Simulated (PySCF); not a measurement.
**C₃H₁₃BN₂: density, localisation and related maps**

```xyz
19

C    -1.6145   -1.3879   -0.4853
C    -1.3993    0.0748   -0.1032
B     0.0787    0.4020    0.5166
N     0.0108    2.0440    0.7776
N     1.2159    0.2304   -0.4834
C     1.9405   -1.0204   -0.4312
H    -2.6354   -1.5659   -0.8260
H    -0.9349   -1.6649   -1.2862
H    -1.4206   -2.0323    0.3694
H    -1.5820    0.6807   -0.9967
H    -2.1752    0.3475    0.6226
H     0.2732   -0.0876    1.5977
H    -0.8112    2.2468    1.3353
H    -0.0762    2.4679   -0.1400
H     0.8474    2.3775    1.2446
H     1.8909    0.9875   -0.4459
H     2.6365   -1.0874   -1.2724
H     1.2307   -1.8409   -0.5030
H     2.5148   -1.1623    0.5019
```

Geometry: GFN2-xTB.

These are results of wB97X-D/def2-SVPD, SCF density, gas phase (PySCF 2.14.0), not measurements.

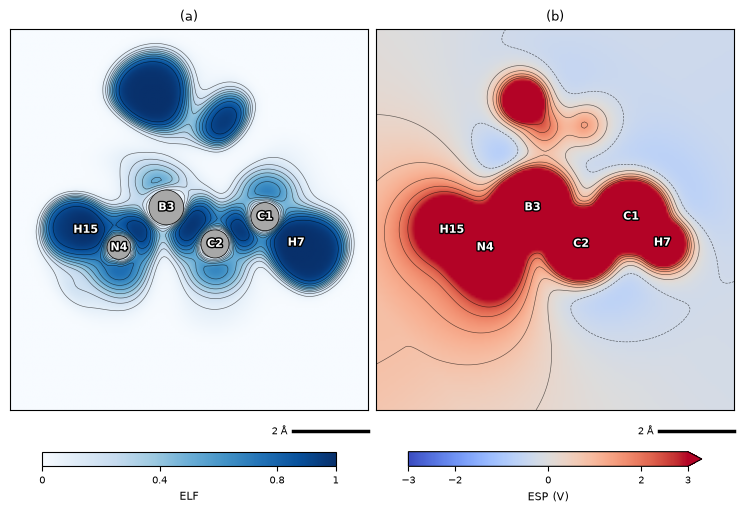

Figure 1. (a) electron localisation function; (b) electrostatic potential on the plane of atoms C2, C1 and H7. Grey discs cover the atomic cores in the ELF map.

What does the map show?

Answer.
- Atoms in the plane: C, B, N and H.
- C–C (1.53 Å): the ELF peaks at about 0.95 between the atoms; localised, covalent bonding.
- C–B (1.64 Å): the ELF peaks at about 1 between the atoms (a covalent bond).
- N–H (1.01 Å): the ELF climbs to about 1 towards the hydrogen, as it does in any bond to H; a covalent bond by its length.
- B–N (1.66 Å): the ELF peaks at about 0.95 between the atoms (a polar covalent bond).
- C–H (1.09 Å): the ELF climbs to about 1 towards the hydrogen: an ordinary covalent bond to hydrogen.
- Outside the dense part of the molecule the potential is most negative (−0.7 V) near N5, which lies off the plane.

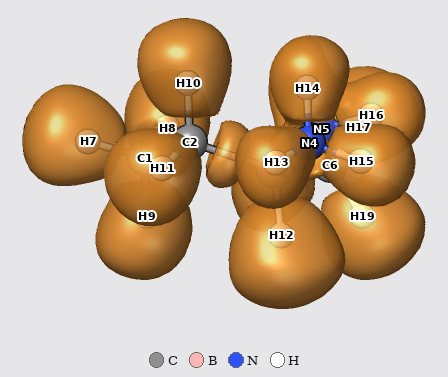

Figure 2. Isosurface of the electron localisation function at 0.75 (orange), seen from one side. Core shells and regions of very low density are left out.

What do the ELF domains correspond to?

Answer. At this value the surface marks out one region between bonded B–C atoms (shared pairs), one region between bonded C–C atoms (shared pairs), nine regions around hydrogen nuclei and two joined regions spread over several atoms (H, N), in which their bonds and any lone pairs are merged. Profiles from the grid: C–N (1.45 Å): the ELF peaks at about 0.95 between the atoms; localised, covalent bonding. B–N (1.52 Å): the ELF peaks at about 0.95 between the atoms (a polar covalent bond).

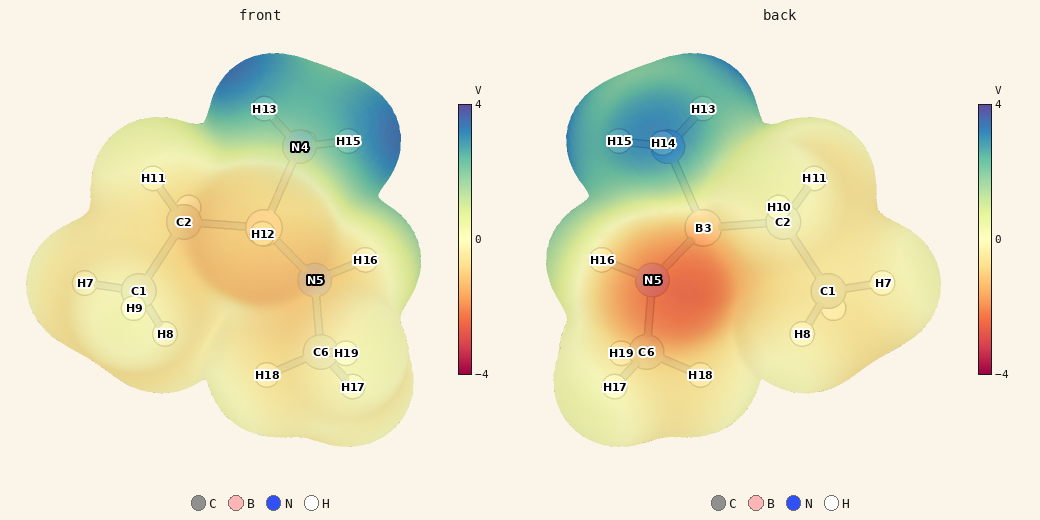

Figure 3. The electrostatic potential painted on the density surface at 0.004 e/bohr³, seen from the front and from behind; the colour scale runs from red (negative) to blue (positive).

Where is the surface potential most negative and most positive?

Answer. The most negative region (about −2.5 V) lies over N5, the most positive (about +3.5 V) over H13 and H15. N5 is the likeliest acceptor of a hydrogen bond.

What dipole moment does the calculation give?

Answer. Its dipole moment is 5.28 D.
